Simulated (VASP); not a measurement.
Band structure of Si2Ni (space group Fm-3m). Calculation: PBE GGA, VASP's PBE PAW potentials (set 64) (plane waves; VASP 6.6.1).

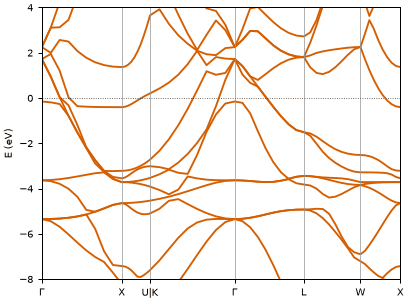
Figure: Bands along high-symmetry lines, zero at the valence-band maximum or, without a gap, the Fermi level

Problem. Read the plot: is there a gap, and where are the band edges?

Solution. It has no gap at this level: it comes out as a metal or semimetal.

The structure comes from a computed database's Si2Ni entry; how it stands against other phases isn't given here. The cell was not relaxed at this level. The run is not spin-polarised, so no magnetic state was tried.
